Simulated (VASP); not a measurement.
Band structure of GaP (relaxed from the CsCl type structure, space group Pm-3m). All values below come from PBE GGA, VASP's PBE PAW potentials (set 64) (plane waves; VASP).

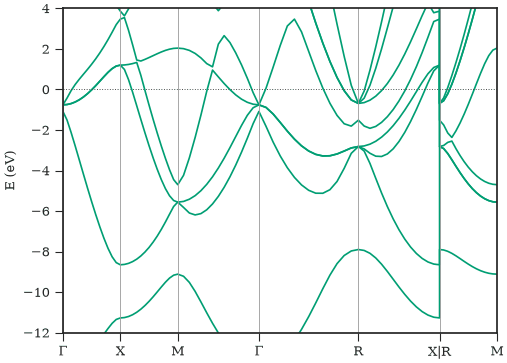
*Bands along high-symmetry lines, zero at the valence-band maximum or, without a gap, the Fermi level*

**Question.** Read the plot: is there a gap, and where are the band edges?

**Answer.** It has no gap at this level: it comes out as a metal or semimetal. (Edges off the drawn lines would not show.)

The structure was generated: GaP was put into the CsCl type type (Pm-3m), which need not be its known phase. It was relaxed first, which changed the volume by +26 %. VASP warned that the highest band is occupied, so more bands are needed.
